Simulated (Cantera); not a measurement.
Feed: 1 mol toluene, 0.31 mol O₂, 12 mol H₂, at 4.70 bar.

These are equilibrium values from Cantera (NASA tables, ideal gas, pure condensed phases), not measurements of a reactor. Candidate condensed phases: C, C₆H₆, C₇H₈, C₈H₁₈, H₂O; 110 gas species. Rates play no part.

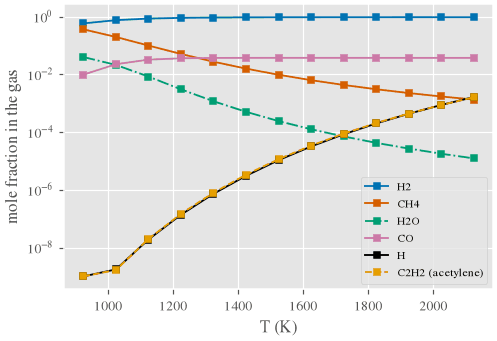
*Equilibrium gas composition (values under 1e-9 drawn at 1e-9)*

Read off the mole fractions at 1625 K.

H₂ about 0.96, CO about 0.037, CH₄ about 0.0063, H₂O about 0.00013, C₂H₂ (acetylene) about 3.4e-5, H about 3.2e-5.
